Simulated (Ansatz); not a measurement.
# Relaxation of SbPt

Wanted: the geometry at rest of SbPt (a structure type of another compound, with these elements put in), relaxing cell and atoms, and its electronic structure there.

Program: Ansatz 0.2.0. Level of theory: DFT, r2SCAN, no spin polarisation, plane waves, PAW. These are calculated values, not measurements.

### Step 1. The system as given

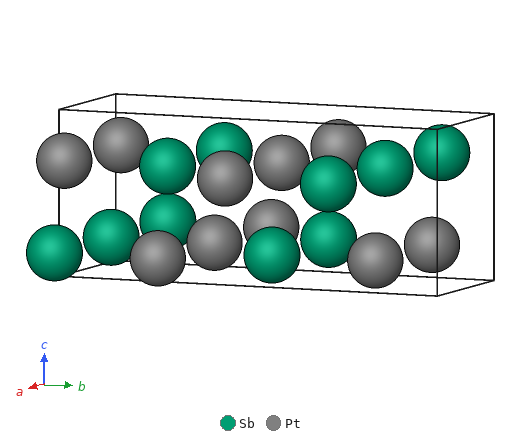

Viewed slightly off an axis; antimony teal, platinum grey. 2×1×1 cells are drawn. The cell drawn here is the conventional one.

The structure is orthorhombic, space group Cmcm (No. 63). Conventional cell: a = 3.815 Å, b = 11.117 Å, c = 4.523 Å, α = 90.00°, β = 90.00°, γ = 90.00°. Sb (site symmetry m2m) is surrounded by 7 Pt at 3.01 to 3.16 Å. Pt (site symmetry m2m) has 2 Pt at 3.00 Å and 7 Sb at 3.01 to 3.16 Å as nearest neighbours.

As a file:

```
Sb Pt
1.0
     3.81454    0.00000    0.00000
     1.90727   -5.55853    0.00000
     0.00000    0.00000   -4.52326
Sb Pt
2 2
Direct
  0.13800 0.72400 0.75000
  0.86200 0.27600 0.25000
  0.41110 0.17780 0.75000
  0.58890 0.82220 0.25000
```

It starts from an earlier solution of the starting cell (checkpoint.read).

### Step 2. Relaxing

input.yaml reads:

```yaml
crystal:
  lattice:
    - [3.814539, 0.0, 0.0]
    - [1.90727, -5.558535, 0.0]
    - [0.0, 0.0, -4.523263]
  atoms:
    - { symbol: Sb, position: [0.138, 0.724, 0.75] }
    - { symbol: Sb, position: [0.862, 0.276, 0.25] }
    - { symbol: Pt, position: [0.4111, 0.1778, 0.75] }
    - { symbol: Pt, position: [0.5889, 0.8222, 0.25] }
  symmetry: { tolerance: 0.0003 }
kpoints:
  mp_grid: { grid: [7, 7, 5], shift: [0, 0, 0] }
magnetization:
  spin_polarized: false
scf:
  occupations: { method: fermi_dirac }
  lower_state_search: "off"
hamiltonian:
  pseudopotentials: { kind: paw }
  xc: r2scan
basis:
  ecutwfc: 500
  fft_grid_basis: typed
relax:
  max_steps: 80
  cell: { p_target: 0.0 }
output:
  forces: true
  stress: true
  eigenvalues: true
  bader: true
  populations: true
  elf: true
  write_potential: true
  volumetric_format: npy
  dos:
    e_range: [-12, 8]
    de: 0.05
    projected: { site_lists: { Pt: [Pt], Sb: [Sb] } }
  write_density: true
checkpoint:
  read: saved_state
```

Run with:

```console
$ ansatz run input.yaml --threads 2 --pin off --max-ram 2560MiB --backend cpu --events-out ev --progress --plain --runs-dir out
```

Output (excerpt; [...] marks lines left out):

```text
Warning: RAYON_NUM_THREADS=2 ignored (pool sized by the plan → 2); use --threads N
[...]
Pseudopotentials: kind: paw
Pseudopotential: Sb, paw, valence charge 15, recommended cutoff 500 eV (meta_gga), Sb.paw.azcp
Pseudopotential: Pt, paw, valence charge 18, recommended cutoff 500 eV (meta_gga), Pt.paw.azcp
Functional definition: r2SCAN
[...]
Crystal: 4 atoms, lattice volume = 95.908 Å³
Basis set: ecut = 500 eV, 2419 PW (Γ), exchange–correlation on 120×180×144 points (64 copies of the dense FFT grid, shifted against one another)
Bands: 40, of which v1, the nominal top of the filled ones, is band 33 counted from 1 (32 counted from 0)
Symmetry: 8 space group operations
Space group: Cmcm (ITA 63), of the structure as read, at distance tolerance 1.4e-3 Å
k-points: 48 of 245
[...]
SCF iter   1: F=-38071.818789 eV  HF=-38071.810837 eV  |F-HF|=7.95e-3  |Δ(HF+E_count)|=         —  Δρ=1.85e-3  dr2=1.65e-3  dr2_τ=1.71e-3  ethr=2.46e-6  ⟨swp⟩=3.4  Hψ=11828  notcnv=0
[...]
relax step   1: F+E_penalty+E_count = -38071.81973781 eV  Δ(F+E_penalty+E_count) = +0.000e0 eV  max|allowed force component| = 1.404e-1 eV/Å  Δτ_max = 0.0000 Å  P = -16.398 GPa  Ω = 95.908 Å³  (6 SCF iters, dr2 threshold 1.00e-7 eV, accepted)
[...]
relax step   3: F+E_penalty+E_count = -38072.96744347 eV  Δ(F+E_penalty+E_count) = -1.917e-1 eV  max|allowed force component| = 2.066e-1 eV/Å  Δτ_max = 0.0577 Å  P = +4.953 GPa  Ω = 76.705 Å³  energy of the carried Pulay correction = +3.915e-3 eV  (7 SCF iters, dr2 threshold 4.00e-7 eV, accepted)
[...]
relax step   4: F+E_penalty+E_count = -38073.03998061 eV  Δ(F+E_penalty+E_count) = -7.254e-2 eV  max|allowed force component| = 2.453e-1 eV/Å  Δτ_max = 0.0177 Å  P = +0.657 GPa  Ω = 79.024 Å³  energy of the carried Pulay correction = +3.397e-3 eV  (7 SCF iters, dr2 threshold 4.00e-7 eV, accepted)
[...]
SCF iter   7: F=-38073.087160 eV  HF=-38073.087161 eV  |F-HF|=5.98e-7  |Δ(HF+E_count)|=   1.07e-7  Δρ=2.90e-5  dr2=1.12e-6  dr2_τ=3.08e-8  ethr=6.76e-9  ⟨swp⟩=2.1  Hψ=2662  notcnv=0
```

### Step 3. The output, continued

Output, continued (excerpt; [...] marks lines left out):

```text
SCF iter   8: F=-38073.087160 eV  HF=-38073.087161 eV  |F-HF|=2.05e-7  |Δ(HF+E_count)|=   1.25e-8  Δρ=1.41e-5  dr2=3.33e-7  dr2_τ=5.72e-9  ethr=6.06e-10  ⟨swp⟩=9.4  Hψ=12129  notcnv=0
[...]
relax step   5: F+E_penalty+E_count = -38073.08716033 eV  Δ(F+E_penalty+E_count) = -4.718e-2 eV  max|allowed force component| = 1.829e-1 eV/Å  Δτ_max = 0.0671 Å  P = -0.217 GPa  Ω = 80.098 Å³  energy of the carried Pulay correction = +3.161e-3 eV  (8 SCF iters, dr2 threshold 4.00e-7 eV, accepted)
[...]
relax step   7: F+E_penalty+E_count = -38073.09518982 eV  Δ(F+E_penalty+E_count) = -2.840e-3 eV  max|allowed force component| = 6.596e-3 eV/Å  Δτ_max = 0.0126 Å  P = -0.007 GPa  Ω = 80.083 Å³  energy of the carried Pulay correction = +3.164e-3 eV  (6 SCF iters, dr2 threshold 4.00e-7 eV, accepted)
[...]
  cell:  # Å, volume = 80.0831 Å³
    - [3.878989813328077, 1.7446097814679977e-7, 0.0]
    - [1.9394951493507275, -5.395929727892401, 0.0]
    - [0.0, 0.0, -3.826098820643528]
  atoms:
    - { symbol: Sb, position: [0.14774351579941858, 0.7045129684011631, 0.7500000000000002] }
    - { symbol: Sb, position: [0.8522564842005815, 0.295487031598837, 0.25000000000000006] }
    - { symbol: Pt, position: [0.39745955013516865, 0.2050808997296629, 0.7500000000000002] }
    - { symbol: Pt, position: [0.6025404498648315, 0.7949191002703373, 0.25000000000000006] }
--- Löwdin populations: 4 sites ---
  site symbol       q [e]
     0     Sb     14.8881
     1     Sb     14.8881
     2     Pt     17.9385
     3     Pt     17.9385
  spilling = 0.005252 (of n_electrons = 66.000000)
--- Bader charges: 4 sites ---
  site symbol  charge [e]  shift [e]
     0     Sb      0.7437     0.0004
     1     Sb      0.7437     0.0004
     2     Pt     -0.7438     0.0004
     3     Pt     -0.7437     0.0004
  estimated error of the sums over rays = 4.4e-4 e
```

It took 3.2 min on 2 threads of AMD EPYC 7R43 (Zen 3), shared host; peak memory 0.74 GiB.

Relaxation path:

| step | energy from step 1 (eV/cell) | largest force component (eV/Å) | pressure (GPa) | volume (Å³) |
| --- | --- | --- | --- | --- |
| 1 | 0.0000 | 0.1404 | -16.40 | 95.91 |
| 2 | -0.9560 | 0.4248 | -7.32 | 84.19 |
| 3 | -1.1477 | 0.2066 | 4.95 | 76.70 |
| 4 | -1.2202 | 0.2453 | 0.66 | 79.02 |
| 5 | -1.2674 | 0.1829 | -0.22 | 80.10 |
| 6 | -1.2726 | 0.0657 | 0.64 | 79.79 |
| 7 | -1.2755 | 0.0066 | -0.01 | 80.08 |
| 8 | -1.2738 | 0.0068 | -0.02 | 80.08 |

Step 1 is the start. Step 8 repeats the geometry before on a plane-wave basis chosen anew for that cell, so the energy can jump there without any move; the table keeps such jumps.

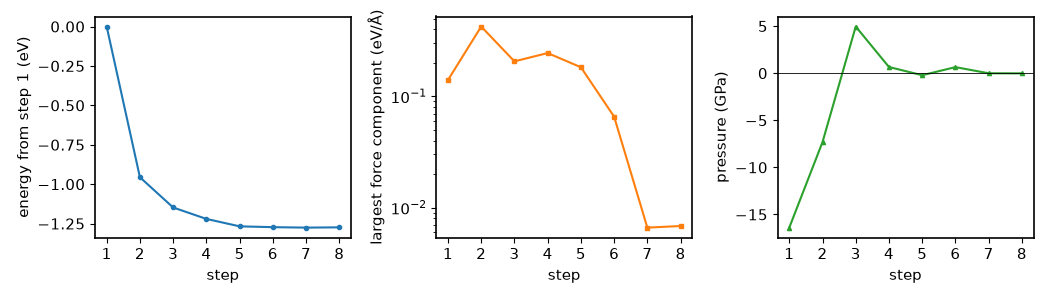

Energy, largest force and pressure along the relaxation.

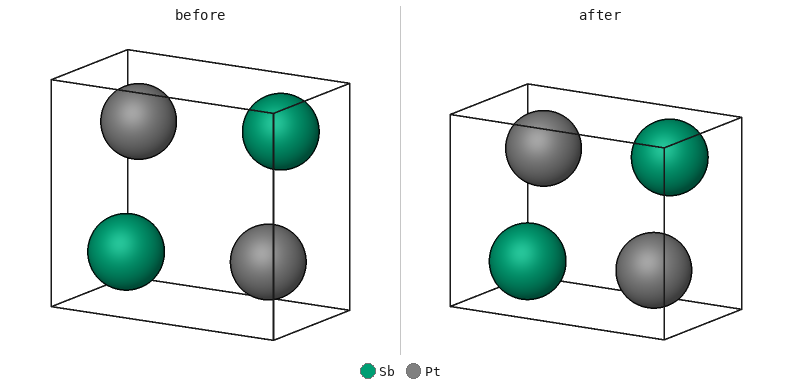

The structure before (left) and after (right), drawn at the same scale. Each atom of the cell is drawn once.

| input's cell | before | after | change |
| --- | --- | --- | --- |
| a (Å) | 3.815 | 3.879 | +1.7 % |
| b (Å) | 5.877 | 5.734 | -2.4 % |
| c (Å) | 4.523 | 3.826 | -15.4 % |
| γ (°) | 71.06 | 70.23 | -0.83° |
| volume (Å³/atom) | 23.98 | 20.02 | -16.5 % |

The largest move, 0.15 Å, apart from the change of the cell, is shared by several atoms, Pt3 among them.

### Step 4. Density of states

Counts of states in windows (eV from the Fermi level; tetrahedra), total and projected:

| from | to | total | Pt s | Pt d | Sb p |
| --- | --- | --- | --- | --- | --- |
| -8.0 | -7.0 | 0.39 | 0.11 | 0.07 | 0.20 |
| -7.0 | -6.0 | 2.38 | 0.31 | 0.82 | 1.12 |
| -6.0 | -5.0 | 3.74 | 0.17 | 2.28 | 1.17 |
| -5.0 | -4.0 | 5.25 | 0.13 | 4.11 | 0.91 |
| -4.0 | -3.0 | 4.82 | 0.11 | 4.05 | 0.55 |
| -3.0 | -2.0 | 5.66 | 0.23 | 4.63 | 0.57 |
| -2.0 | -1.0 | 2.00 | 0.12 | 1.07 | 0.56 |
| -1.0 | 0.0 | 1.67 | 0.09 | 0.62 | 0.74 |
| 0.0 | 1.0 | 1.85 | 0.12 | 0.57 | 0.86 |
| 1.0 | 2.0 | 1.66 | 0.11 | 0.38 | 0.92 |
| 2.0 | 3.0 | 1.63 | 0.14 | 0.28 | 1.00 |
| 3.0 | 4.0 | 2.12 | 0.43 | 0.29 | 1.15 |
| 4.0 | 5.0 | 1.83 | 0.54 | 0.13 | 0.68 |

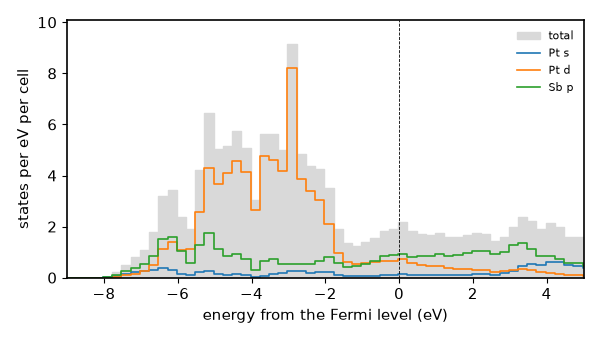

Total and projected density of states, in bins of 0.25 eV.

### Step 5. Atomic charges

Gathered by element (positive charge: electrons given up): Löwdin charges also hold the electrons that the projection spills.

| element | atoms | Bader charge (e) | Bader volume (Å³) | Löwdin charge (e) |
| --- | --- | --- | --- | --- |
| Sb | 2 | +0.74 | 19.2 | +0.11 |
| Pt | 2 | -0.74 | 20.9 | +0.06 |

Löwdin charges rest on a small set of atomic orbitals that misses 0.5 % of the electrons, so they need not add up to the cell's charge and can differ from Bader's even in sign.

### Step 6. Fields in real space

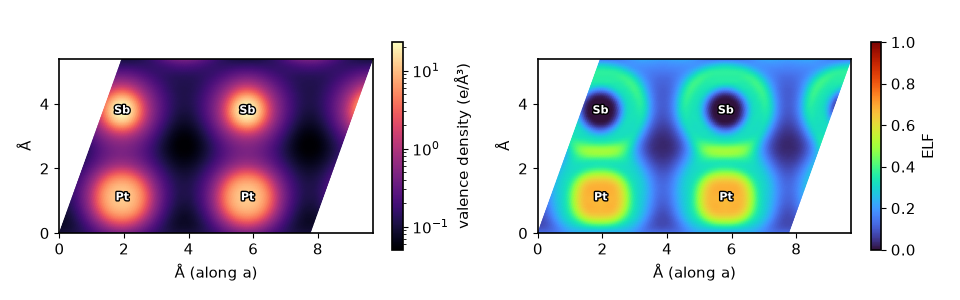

Valence density (left, log scale) and ELF (right) in the plane spanned by a and b at height 0.750 along c (axes of the input's cell); atoms within 0.2 Å are lettered, 2×1 cells. Near the nuclei they are pseudo-fields.

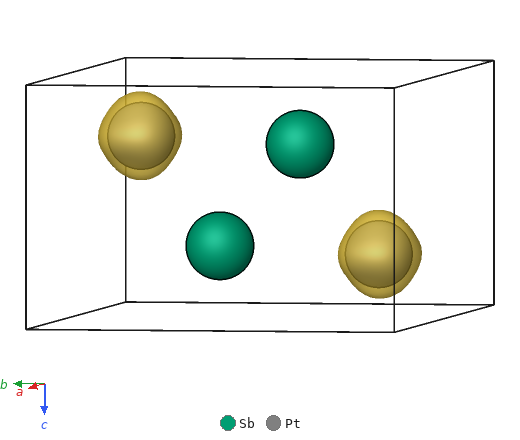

Surface of ELF = 0.60 in one cell.

Scans along the contacts give these minima of the density:

| contact | length (Å) | minimum at (fraction) | density (e/Å³) | ELF |
| --- | --- | --- | --- | --- |
| Sb1–Pt3 | 2.695 | 0.47 | 0.462 | 0.51 |
| Pt3–Pt4 | 2.925 | 0.50 | 0.286 | 0.26 |

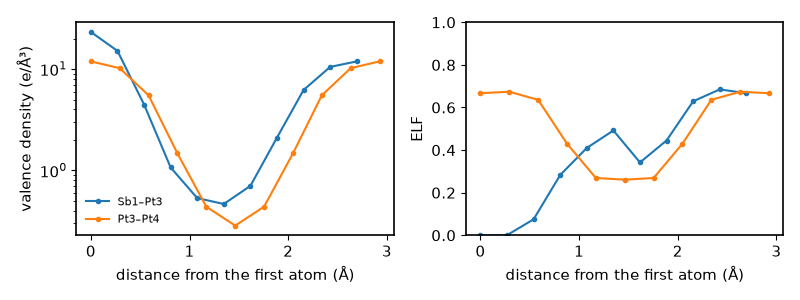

Smooth valence density and ELF along the contacts, at tenths of each length.

### Step 7. Outcome

```
                                                 quantity                                                                      value
                                                    moves                                                                          6
                                            energy gained                                                             318.9 meV/atom
                                             largest move                                                                0.15 Å (Pt)
                     space group (0.01 Å), before / after                                                                Cmcm / Cmcm
                                                     cell  a = 3.879 Å, b = 5.734 Å, c = 3.826 Å, α = 90.00°, β = 90.00°, γ = 70.23°
                                                   volume                                                    20.02 Å³/atom (-16.5 %)
                                      pressure at the end                                                                  -0.02 GPa
           formation energy (elements from separate runs)                                                              -0.31 eV/atom
                                                character                                                                      metal
density of states, mean within 0.25 eV of the Fermi level                                                        2.1 per eV per cell
                                            Bader charges                                                       Sb +0.74, Pt -0.74 e
```

**Reading.** The volume shrank by 16.5 %, and the largest move of an atom is 0.15 Å apart from the change of the cell; the energy fell by 318.9 meV per atom. The shape changed more than that tells: the edges moved by +2, -2, -15 %. With 8 symmetry operations imposed, the end may be a saddle point towards distortions that break them. The cell is metallic; within 0.25 eV of the Fermi level the density of states averages 2.1 per eV per cell, mostly Sb p (45 %) and Pt d (33 %). Sb loses most charge (+0.74 e on average) and Pt gains most (-0.74 e). Set against separate runs on the elements (Sb A7 rhombohedral, Pt fcc), it forms at -0.31 eV per atom, which says nothing yet of rival compounds.

Keep in mind: the k mesh is coarse for a cell without a gap.
